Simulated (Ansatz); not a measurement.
# BH2F (SMILES [H]B([H])F) at 6 levels

Aim: a comparison of 6 runs (HF/STO-3G, HSE06/STO-3G, UPBE/STO-3G, RPA@PBE/STO-3G, CCSDTQ/STO-3G, FCI/STO-3G) of BH2F. 

The calculation is run with Ansatz 0.2.0.

56 further runs of the same task are left out: 2 that didn't finish, 54 set aside as unsound or not needed.

## 1. Starting point

The species is BH2F (4 atoms), meant as a singlet with charge 0. SMILES: `[H]B([H])F`. The F4–B1 distance was set to 1.959 Å, away from the relaxed value.

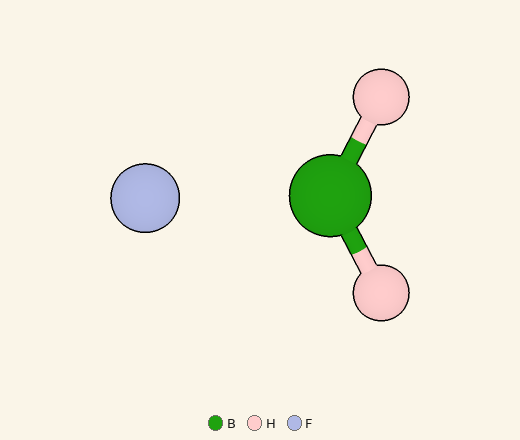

The structure, seen from a chosen angle (boron green, hydrogen pink, fluorine light blue).

## 2. A single-point energy at HF/STO-3G (run 1)

run.yaml reads:

```yaml
crystal:
  periodic: [false, false, false]
  atoms:
    - {symbol: B, position_ang: [0.370062, 0.606511, -0.000715]}
    - {symbol: H, position_ang: [1.538492, 0.523341, 0.014315]}
    - {symbol: H, position_ang: [-0.238198, 1.607491, -0.020765]}
    - {symbol: F, position_ang: [-0.650140, -1.065400, 0.003230]}
basis:
  gaussian:
    orbitals: STO-3G
magnetization:
  spin_polarized: false
  initial_magnetization: 0
hamiltonian:
  xc: hf
accuracy: high
```

Launch:

```console
$ ansatz run run.yaml --threads 1 --pin off --max-ram 2610MiB --events-out events.jsonl --progress --plain --runs-dir runs
```

What it wrote:

```text
Warning: RAYON_NUM_THREADS=1 ignored (pool sized by the plan → 1); use --threads N
Functional definition: HF
  name "HF"
  exchange = exact_x
  correlation = 0
186 factors; integrals over basis functions are off by at most 2.8e-8 eV
mean field evaluation 1: about -3352.9790 eV, gradient 2.5e1 eV
mean field evaluation 2: about -3352.9872 eV, gradient 2.5e1 eV
mean field evaluation 4: about -3358.0207 eV, gradient 3.9e0 eV
mean field evaluation 8: about -3358.2169 eV, gradient 1.3e-1 eV
mean field -3358.21696254 eV, -123.4121970922 hartree, gradient 1.4e-8 eV, S^2 0.000000; 0 other end points of the search recorded, 0 dependent functions left out
reference -3358.21696254 eV, -123.4121970922 hartree; 8, 8 occupied and 4, 4 virtual orbitals, 186 factors
Total energy: -3358.21696254 eV, -123.4121970922 hartree
```

Wall time 0.06 s (1 thread of Intel Xeon Platinum 8488C (Sapphire Rapids), shared host).

## 3. The energy at HSE06/STO-3G (run 2)

run.yaml reads:

```yaml
basis:
  gaussian: {orbitals: STO-3G}
crystal:
  periodic: [false, false, false]
  atoms:
    - {symbol: B, position_ang: [0.370062, 0.606511, -0.000715]}
    - {symbol: H, position_ang: [1.538492, 0.523341, 0.014315]}
    - {symbol: H, position_ang: [-0.238198, 1.607491, -0.020765]}
    - {symbol: F, position_ang: [-0.650140, -1.065400, 0.003230]}
hamiltonian: {xc: hse06}
accuracy: high
```

Launch:

```console
$ ansatz run run.yaml --threads 1 --pin off --max-ram 2610MiB --events-out events.jsonl --progress --plain --runs-dir runs
```

What it wrote:

```text
Warning: RAYON_NUM_THREADS=1 ignored (pool sized by the plan → 1); use --threads N
Functional definition: HSE06
  name "HSE06"
  parameter a = 0.25
  parameter omega = 0.11/bohr
  exchange = pbe_x - a*pbe_x_sr(omega) + a*exact_x_sr(omega)
  correlation = pbe_c
186 factors; integrals over basis functions are off by at most 2.8e-8 eV
46 factors; integrals over basis functions are off by at most 5.1e-10 eV
mean field evaluation 1: about -3368.0693 eV, gradient 2.2e1 eV
mean field evaluation 2: about -3286.0145 eV, gradient 1.2e2 eV
mean field evaluation 4: about -3370.5372 eV, gradient 5.8e0 eV
mean field evaluation 8: about -3370.6193 eV, gradient 2.4e-1 eV
mean field evaluation 16: about -3370.6196 eV, gradient 2.4e-6 eV
mean field -3370.61955809 eV, -123.8679840718 hartree, gradient 1.5e-9 eV, S^2 0.000000; 0 other end points of the search recorded, 0 dependent functions left out
reference -3370.61955946 eV, -123.8679841220 hartree; 8, 8 occupied and 4, 4 virtual orbitals, 186 factors
Total energy: -3370.61955946 eV, -123.8679841220 hartree
```

It took 0.48 s on 1 thread of Intel Xeon Platinum 8488C (Sapphire Rapids), shared host.

Runs 3 to 5 aren't shown in full; the table further down has their settings and results.

## 4. The energy at FCI/STO-3G (run 6)

molecule.yaml reads:

```yaml
crystal:
  periodic: [false, false, false]
  atoms:
    - {symbol: B, position_ang: [0.370062, 0.606511, -0.000715]}
    - {symbol: H, position_ang: [1.538492, 0.523341, 0.014315]}
    - {symbol: H, position_ang: [-0.238198, 1.607491, -0.020765]}
    - {symbol: F, position_ang: [-0.650140, -1.065400, 0.003230]}
basis:
  gaussian:
    orbitals: STO-3G
correlation:
  method: fci
  frozen_orbitals: {B: 1, F: 1, H: 0}
accuracy: high
```

Launch:

```console
$ ansatz run molecule.yaml --threads 1 --pin off --max-ram 2610MiB --events-out events.jsonl --progress --plain --runs-dir runs
```

What it wrote:

```text
Warning: RAYON_NUM_THREADS=1 ignored (pool sized by the plan → 1); use --threads N
Functional definition: HF
  name "HF"
  exchange = exact_x
  correlation = 0
186 factors; integrals over basis functions are off by at most 2.8e-8 eV
mean field evaluation 1: about -3352.9790 eV, gradient 2.5e1 eV
mean field evaluation 2: about -3352.9872 eV, gradient 2.5e1 eV
mean field evaluation 4: about -3358.0207 eV, gradient 3.9e0 eV
mean field evaluation 8: about -3358.2169 eV, gradient 1.3e-1 eV
mean field -3358.21696254 eV, -123.4121970922 hartree, gradient 1.4e-8 eV, S^2 0.000000; 0 other end points of the search recorded, 0 dependent functions left out; unrestricted orbitals would lower it
mean field evaluation 16: about -3358.4408 eV, gradient 9.2e0 eV
2 core orbitals not correlated: weight in the atoms' cores, before any rotation towards them, 1.000 or more for the frozen orbitals, at most 0.000 for the correlated occupied ones
reference -3358.21696254 eV, -123.4121970922 hartree; 6, 6 occupied and 4, 4 virtual orbitals, 186 factors
state -3361.46424614 eV, -123.5315325635 hartree
Total energy: -3361.46424614 eV, -123.5315325635 hartree
```

It took 0.28 s on 1 thread of Intel Xeon Platinum 8488C (Sapphire Rapids), shared host.

## 5. The series

| run | level | frozen core orbitals | energy (Eh) | wall time |
| --- | --- | --- | --- | --- |
| 1 | HF/STO-3G | – | -123.412197 | 0.06 s |
| 2 | HSE06/STO-3G | – | -123.867984 | 0.48 s |
| 3 | UPBE/STO-3G | – | -123.863117 | 0.6 s |
| 4 | RPA@PBE/STO-3G | 2 | -123.582570 | 0.5 s |
| 5 | CCSDTQ/STO-3G | 2 | -123.531542 | 1.8 s |
| 6 | FCI/STO-3G | 2 | -123.531533 | 0.28 s |

## 6. Summary of results

| quantity | value |
| --- | --- |
| run 6: total energy | -123.53153 Eh |
| run 6: correlation energy (2 core orbitals frozen) | -119.3 mEh |

**Reading.** Against full CI in this basis: HF +119.3 mEh; CCSDTQ -0.0 mEh. Totals of different functionals can't be ranked against each other. In run 5 the log says that unrestricted orbitals would lower the reference, so the values rest on an unstable closed-shell determinant (other closed-shell runs at this shape may share the fault). In runs 1, 2, 3, 4, 5, 6 the basis is minimal, so the values are rough. All runs together took 3.7 s, the longest 1.8 s.
